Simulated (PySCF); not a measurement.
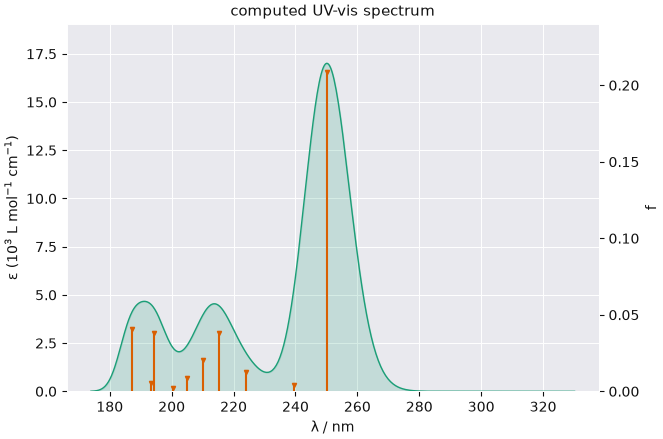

Vertical TDDFT excitations, PBE0/def2-TZVPD in PySCF 2.14.0, at a PBE0-D3(BJ)/def2-SVP geometry (no frequency check), gas phase. The lowest 10 singlet states are shown; each is broadened by a Gaussian of 1/e half-width 0.20 eV. Sticks give oscillator strengths (right axis).

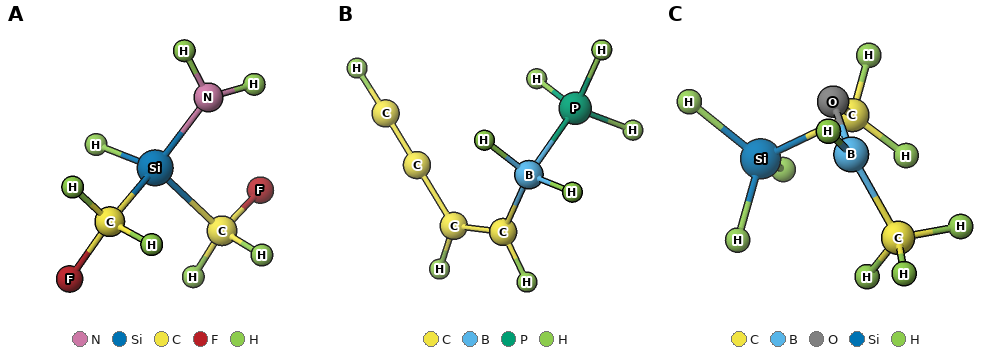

Question: Which molecule gives this spectrum? The candidates are drawn in the second picture.

Answer: Structure B, C₄H₈BP, SMILES C#C/C=C\[BH2-][PH3+]. Its lowest singlet lies at 4.96 eV (f = 0.209) and the brightest of those computed is S1 at 4.96 eV (250 nm), f = 0.209, mainly HOMO → LUMO (91 %).

Known limits of this run: states above the negative HOMO energy depend on the basis; one conformer of a flexible molecule; core orbitals are frozen in the response.
